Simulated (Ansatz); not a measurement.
# Geometry relaxation, with input and output: Ga6N7H24 (charge +1) (part 2 of 2)

Ga6N7H24 (Ga6N7 zinc blende off disc), charge +1; RKS PBE-D4/def2-SVP (Ansatz 0.2.0). The geometry: GFN2-xTB start.

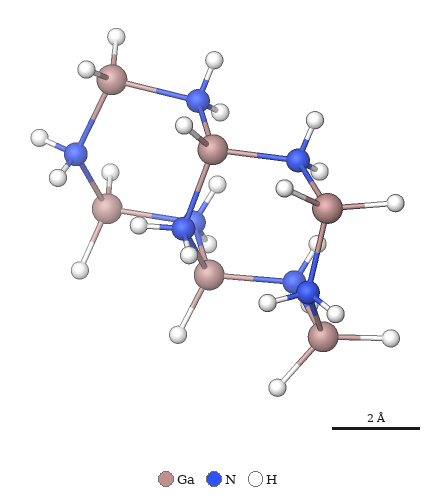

**Figure 1.** The geometry at step 5 of the log (ball-and-stick view, seen at a tilt).

**Trajectory as extended XYZ (Å, eV, eV/Å), 3 of the 10 frames kept, from step=1 to step=10**
```
37
Properties=species:S:1:pos:R:3:forces:R:3 step=1 energy=-324984.11195
Ga   -3.7235    1.0610    0.0943    0.1782   0.1013  -0.1172
Ga    1.0626   -3.7216    0.0908    0.0683   0.1673  -0.1269
Ga   -1.3040   -1.2990    0.2441    0.2954   0.2650  -0.4178
Ga    1.3007    1.2969    0.2515   -0.2934  -0.2680  -0.4329
Ga   -1.0671    3.7257    0.0760   -0.0611  -0.1697  -0.1026
Ga    3.7276   -1.0666    0.0857   -0.1785  -0.0781  -0.1336
N    -2.4573   -0.2220   -0.9353    0.0539   0.2170   0.4294
N    -2.5993    2.6032    0.8097    0.1980  -0.2122  -0.2427
N    -0.2288   -2.4566   -0.9352    0.2386   0.0463   0.4340
N     2.6016   -2.6000    0.8128   -0.1960   0.2031  -0.2474
N     0.2304    2.4548   -0.9321   -0.2326  -0.0448   0.4306
N     2.4574    0.2250   -0.9306   -0.0512  -0.2258   0.4317
N    -0.0028   -0.0015    1.0811    0.0000  -0.0073  -0.5403
H    -4.6240    1.6031   -1.0326   -0.2539   0.2673  -0.3298
H    -4.1696    0.2509    1.3329   -0.0357  -0.2645   0.3669
H     1.6062   -4.6198   -1.0390    0.2617  -0.2357  -0.3190
H     0.2506   -4.1738    1.3266   -0.2589  -0.0372   0.3625
H    -2.0403   -2.0394    1.3531   -0.3254  -0.3215   0.3582
H     2.0321    2.0354    1.3648    0.3275   0.3221   0.3627
H    -1.6157    4.6064   -1.0637   -0.2681   0.2397  -0.3385
H    -0.2585    4.2008    1.3062    0.2539   0.0386   0.3555
H     4.6139   -1.6120   -1.0519    0.2403  -0.2676  -0.3248
H     4.1909   -0.2577    1.3181    0.0456   0.2667   0.3732
H    -3.1392   -0.8519   -1.3744   -0.1352  -0.1535  -0.1302
H    -2.0109    0.2594   -1.7214    0.1211   0.0713  -0.1601
H    -3.3266    3.3293    0.8528   -0.1998   0.1976   0.0610
H    -2.4000    2.4130    1.7994   -0.0020  -0.0013   0.1787
H    -0.8588   -3.1430   -1.3673   -0.1573  -0.1334  -0.1260
H     0.2497   -2.0162   -1.7266    0.0639   0.1271  -0.1589
H     2.4097   -2.4048    1.8030    0.0021  -0.0040   0.1742
H     3.3272   -3.3280    0.8529    0.1960  -0.1992   0.0675
H    -0.2439    2.0123   -1.7249   -0.0594  -0.1256  -0.1606
H     0.8653    3.1378   -1.3625    0.1535   0.1345  -0.1293
H     2.0122   -0.2525   -1.7199   -0.1259  -0.0676  -0.1568
H     3.1384    0.8581   -1.3668    0.1371   0.1561  -0.1248
H    -0.5751    0.5691    1.7159   -0.0560   0.0612   0.2144
H     0.5691   -0.5758    1.7127    0.0551  -0.0651   0.2195
37
Properties=species:S:1:pos:R:3:forces:R:3 step=5 energy=-324984.31187
Ga   -3.7429    1.1498    0.0572    0.0321   0.0211   0.0131
Ga    1.1491   -3.7448    0.0488    0.0230   0.0313   0.0147
Ga   -1.2702   -1.2700    0.2519    0.0037   0.0059  -0.0289
Ga    1.2650    1.2654    0.2622   -0.0049  -0.0066  -0.0281
Ga   -1.1540    3.7486    0.0311   -0.0225  -0.0304   0.0151
Ga    3.7466   -1.1536    0.0447   -0.0308  -0.0228   0.0147
N    -2.3683   -0.0907   -0.9031   -0.0074  -0.0419   0.0140
N    -2.6299    2.6383    0.8908    0.0086  -0.0039   0.0112
N    -0.0923   -2.3670   -0.9055   -0.0413  -0.0070   0.0127
N     2.6338   -2.6340    0.8927   -0.0063   0.0065   0.0117
N     0.0972    2.3657   -0.9021    0.0406   0.0080   0.0108
N     2.3677    0.0950   -0.8975    0.0072   0.0425   0.0133
N    -0.0044   -0.0042    1.1721    0.0001  -0.0002  -0.0128
H    -4.5514    1.8051   -1.1193   -0.0090   0.0102   0.0000
H    -4.2423    0.2279    1.2348    0.0060   0.0239  -0.0067
H     1.8089   -4.5444   -1.1313    0.0096  -0.0082   0.0002
H     0.2259   -4.2539    1.2214    0.0247   0.0068  -0.0083
H    -2.1224   -2.1231    1.2407    0.0052   0.0046   0.0014
H     2.1111    2.1139    1.2602   -0.0043  -0.0039   0.0025
H    -1.8199    4.5245   -1.1616   -0.0095   0.0071   0.0010
H    -0.2343    4.2834    1.1949   -0.0257  -0.0073  -0.0089
H     4.5344   -1.8151   -1.1426    0.0080  -0.0097   0.0006
H     4.2687   -0.2343    1.2145   -0.0066  -0.0250  -0.0078
H    -3.0124   -0.7103   -1.4231    0.0038  -0.0006  -0.0058
H    -1.8648    0.4090   -1.6491   -0.0011   0.0021   0.0044
H    -3.3559    3.3631    1.0346    0.0124  -0.0124   0.0027
H    -2.3688    2.3884    1.8575   -0.0066   0.0063  -0.0200
H    -0.7131   -3.0100   -1.4257   -0.0003   0.0046  -0.0061
H     0.4062   -1.8622   -1.6512    0.0016  -0.0021   0.0039
H     2.3798   -2.3778    1.8597    0.0064  -0.0064  -0.0202
H     3.3585   -3.3603    1.0361   -0.0126   0.0120   0.0026
H    -0.3936    1.8604   -1.6527   -0.0014   0.0014   0.0039
H     0.7243    3.0070   -1.4168    0.0001  -0.0044  -0.0049
H     1.8644   -0.3980   -1.6480    0.0009  -0.0020   0.0034
H     3.0105    0.7205   -1.4123   -0.0037   0.0008  -0.0056
H    -0.5755    0.5632    1.8185   -0.0093   0.0100   0.0030
H     0.5642   -0.5752    1.8177    0.0094  -0.0098   0.0034
37
Properties=species:S:1:pos:R:3:forces:R:3 step=10 energy=-324984.31751
Ga   -3.7343    1.1647    0.0573    0.0034   0.0000  -0.0016
Ga    1.1651   -3.7354    0.0338    0.0003   0.0026  -0.0022
Ga   -1.2781   -1.2785    0.2396    0.0004   0.0007   0.0013
Ga    1.2722    1.2732    0.2537   -0.0007  -0.0009   0.0013
Ga   -1.1735    3.7386    0.0117   -0.0004  -0.0023  -0.0021
Ga    3.7379   -1.1723    0.0402   -0.0032   0.0001  -0.0017
N    -2.3886   -0.1066   -0.9062   -0.0044   0.0000  -0.0030
N    -2.5732    2.5865    0.9330   -0.0096   0.0110   0.0158
N    -0.1080   -2.3813   -0.9156    0.0000  -0.0038  -0.0026
N     2.5773   -2.5821    0.9351    0.0099  -0.0106   0.0160
N     0.1156    2.3812   -0.9103   -0.0001   0.0036  -0.0023
N     2.3893    0.1137   -0.8986    0.0043  -0.0001  -0.0031
N    -0.0054   -0.0050    1.1428    0.0004   0.0004  -0.0024
H    -4.4973    1.8821   -1.1140    0.0002  -0.0008   0.0029
H    -4.2896    0.2459    1.2101    0.0007   0.0021  -0.0011
H     1.8919   -4.4769   -1.1456   -0.0007   0.0011   0.0028
H     0.2429   -4.3125    1.1731    0.0026   0.0004  -0.0025
H    -2.1123   -2.1196    1.2542    0.0012   0.0009  -0.0020
H     2.0987    2.1078    1.2802   -0.0013  -0.0011  -0.0018
H    -1.9074    4.4479   -1.1834    0.0007  -0.0016   0.0029
H    -0.2586    4.3490    1.1393   -0.0031  -0.0002  -0.0029
H     4.4712   -1.8969   -1.1459   -0.0005   0.0007   0.0029
H     4.3242   -0.2598    1.1823   -0.0005  -0.0026  -0.0014
H    -3.0428   -0.7240   -1.4162    0.0017   0.0005   0.0007
H    -1.8896    0.3873   -1.6593    0.0005  -0.0009   0.0022
H    -3.2874    3.3010    1.1638    0.0116  -0.0111  -0.0027
H    -2.2547    2.2872    1.8675   -0.0038   0.0039  -0.0124
H    -0.7267   -3.0319   -1.4286    0.0001   0.0016   0.0006
H     0.3835   -1.8768   -1.6666   -0.0011   0.0009   0.0020
H     2.2678   -2.2737    1.8697    0.0038  -0.0039  -0.0124
H     3.2898   -3.2982    1.1658   -0.0116   0.0113  -0.0026
H    -0.3632    1.8770   -1.6697    0.0016  -0.0009   0.0019
H     0.7428    3.0318   -1.4130   -0.0001  -0.0015   0.0008
H     1.8915   -0.3684   -1.6603   -0.0005   0.0014   0.0023
H     3.0437    0.7392   -1.3984   -0.0018  -0.0006   0.0011
H    -0.5771    0.5618    1.7893   -0.0006  -0.0001   0.0026
H     0.5622   -0.5758    1.7894    0.0004  -0.0001   0.0026
```

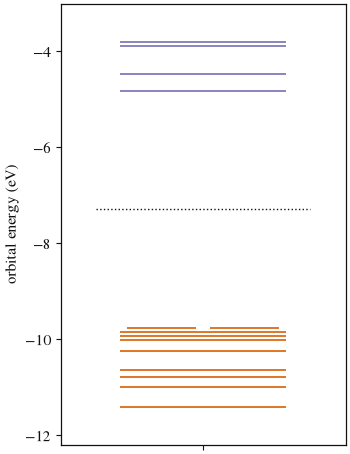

**Figure 2.** Orbital energies near the frontier; the dotted line parts filled from empty levels, and levels within 0.02 eV of each other stand side by side. Highest filled −9.76 eV, lowest empty −4.83 eV, 4.93 eV apart.

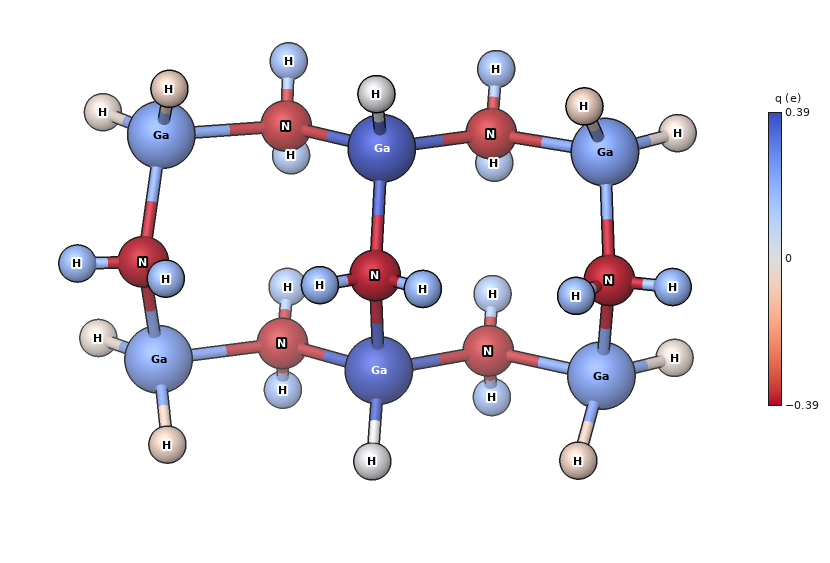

**Figure 3.** Mulliken charges, as the colour of each atom (ball-and-stick view, seen at a tilt). By element: Ga +0.24 to +0.37, N −0.38 to −0.36 and H −0.06 to +0.18 e.

This output came from the following input.

**Input**
```yaml
crystal:
  periodic: [false, false, false]
  atoms:
    - {symbol: Ga, position_ang: [-3.723500, 1.060980, 0.094330]}
    - {symbol: Ga, position_ang: [1.062620, -3.721550, 0.090820]}
    - {symbol: Ga, position_ang: [-1.303990, -1.298980, 0.244080]}
    - {symbol: Ga, position_ang: [1.300670, 1.296870, 0.251520]}
    - {symbol: Ga, position_ang: [-1.067090, 3.725710, 0.076030]}
    - {symbol: Ga, position_ang: [3.727630, -1.066560, 0.085710]}
    - {symbol: N, position_ang: [-2.457300, -0.221990, -0.935300]}
    - {symbol: N, position_ang: [-2.599350, 2.603210, 0.809710]}
    - {symbol: N, position_ang: [-0.228760, -2.456620, -0.935150]}
    - {symbol: N, position_ang: [2.601560, -2.600040, 0.812770]}
    - {symbol: N, position_ang: [0.230430, 2.454780, -0.932100]}
    - {symbol: N, position_ang: [2.457400, 0.225020, -0.930640]}
    - {symbol: N, position_ang: [-0.002840, -0.001510, 1.081130]}
    - {symbol: H, position_ang: [-4.624040, 1.603090, -1.032610]}
    - {symbol: H, position_ang: [-4.169610, 0.250890, 1.332900]}
    - {symbol: H, position_ang: [1.606190, -4.619840, -1.038990]}
    - {symbol: H, position_ang: [0.250560, -4.173800, 1.326560]}
    - {symbol: H, position_ang: [-2.040330, -2.039450, 1.353090]}
    - {symbol: H, position_ang: [2.032110, 2.035420, 1.364800]}
    - {symbol: H, position_ang: [-1.615700, 4.606360, -1.063690]}
    - {symbol: H, position_ang: [-0.258510, 4.200840, 1.306190]}
    - {symbol: H, position_ang: [4.613910, -1.611970, -1.051890]}
    - {symbol: H, position_ang: [4.190860, -0.257680, 1.318140]}
    - {symbol: H, position_ang: [-3.139230, -0.851940, -1.374430]}
    - {symbol: H, position_ang: [-2.010870, 0.259420, -1.721400]}
    - {symbol: H, position_ang: [-3.326550, 3.329320, 0.852750]}
    - {symbol: H, position_ang: [-2.400050, 2.413040, 1.799360]}
    - {symbol: H, position_ang: [-0.858780, -3.143000, -1.367340]}
    - {symbol: H, position_ang: [0.249700, -2.016250, -1.726580]}
    - {symbol: H, position_ang: [2.409650, -2.404810, 1.802980]}
    - {symbol: H, position_ang: [3.327160, -3.327990, 0.852910]}
    - {symbol: H, position_ang: [-0.243890, 2.012320, -1.724890]}
    - {symbol: H, position_ang: [0.865300, 3.137830, -1.362550]}
    - {symbol: H, position_ang: [2.012200, -0.252540, -1.719920]}
    - {symbol: H, position_ang: [3.138370, 0.858090, -1.366830]}
    - {symbol: H, position_ang: [-0.575060, 0.569100, 1.715860]}
    - {symbol: H, position_ang: [0.569130, -0.575780, 1.712680]}
basis:
  gaussian: {orbitals: def2-SVP, fitting: {mean_field: def2-universal-jkfit}}
total_charge: 1
hamiltonian: {xc: pbe, dispersion: d4}
scf: {lower_state_search: "off"}
output: {orbitals: {seedname: orbitals}}
relax: {f_tol: 0.03, max_steps: 70}
```

Launched with:
```bash
ansatz run in.yaml --threads 2 --pin off --events-out ev --progress --plain --max-ram 20480MiB --backend cuda --devices 0, --max-vram 18GiB
```

**Key numbers**

```json
{"quantity": "outcome", "value": "converged"}
{"quantity": "total energy", "value": "−324984.3176 eV"}
{"quantity": "mean-field energy", "value": "−324982.7551 eV"}
{"quantity": "dispersion energy", "value": "−1.5625 eV"}
{"quantity": "HOMO", "value": "−9.76 eV"}
{"quantity": "LUMO", "value": "−4.83 eV"}
{"quantity": "largest force (length of the vector) at the end", "value": "0.022 eV/Å"}
{"quantity": "hardware", "value": "2 CPU threads, shared host"}
{"quantity": "wall time", "value": "23 s (CPU time 37 s)"}
{"quantity": "peak memory", "value": "0.91 GiB"}
```
